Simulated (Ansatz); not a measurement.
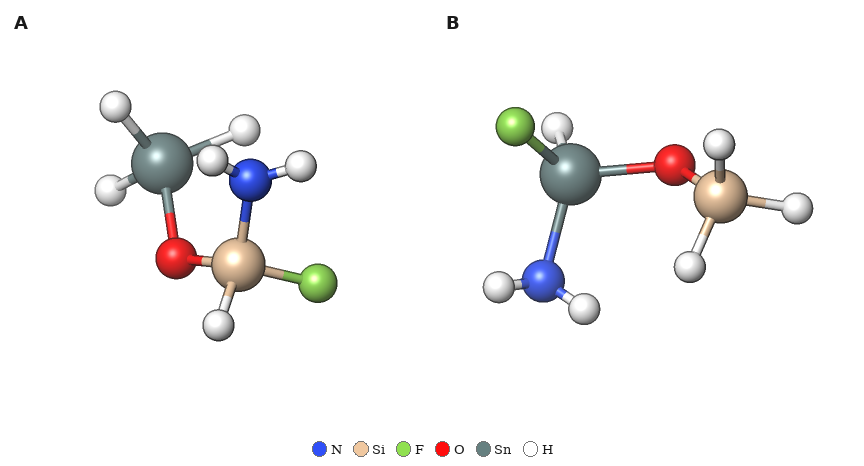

2 stationary structures of one formula. Geometries: PBE-D4/def2-SVP. Electronic energies: PBE-D4/def2-SVP (Ansatz 0.2.0), without zero-point energy. No frequency run is at hand to confirm each as a minimum. Each is one conformer, not always the lowest.

Rank them by energy, lowest first.

Answer. A is lowest; B lies 156.0 kJ/mol above it. A is `N[Si@H](F)[O][SnH3]`, B is `[NH2][Sn@@H]([F])[O][SiH3]`.
